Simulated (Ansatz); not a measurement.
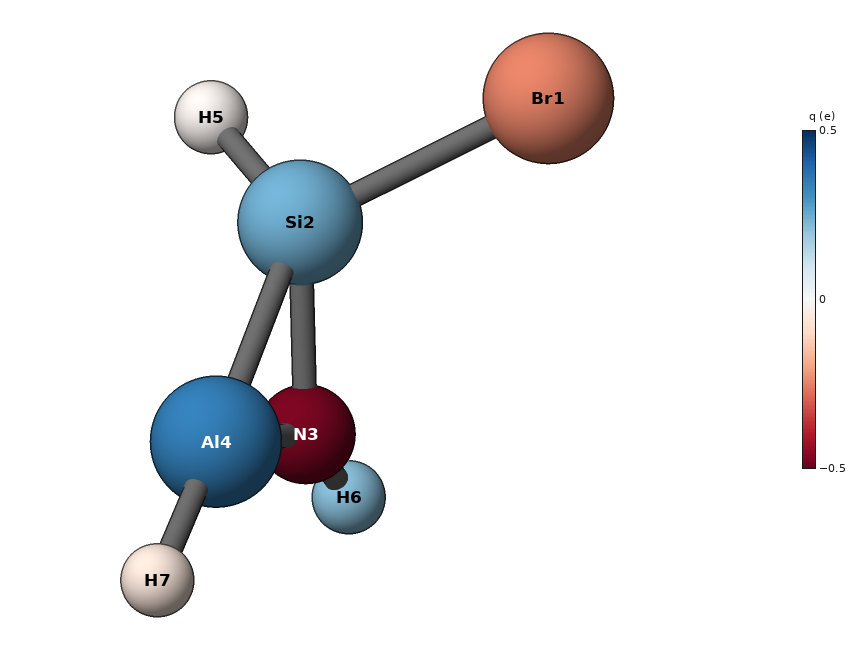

Atoms are coloured by their Mulliken charges. The computed structure is the end point of a PBE0-D4/def2-TZVP optimisation. Properties computed with RKS PBE0-D4/def2-TZVP (Ansatz 0.2.0).

**Which atom carries the highest charge (most positive or least negative)?**

Al4 (0.34 e).

**And the lowest?**

N3 (−0.47 e).

Give the Mulliken charges atom by atom.

| atom | value (e) |
| --- | --- |
| Br1 | −0.25 |
| Si2 | 0.24 |
| N3 | −0.47 |
| Al4 | 0.34 |
| H5 | −0.02 |
| H6 | 0.21 |
| H7 | −0.06 |

Mulliken values depend strongly on the basis set and can even reverse the polarity of a bond.
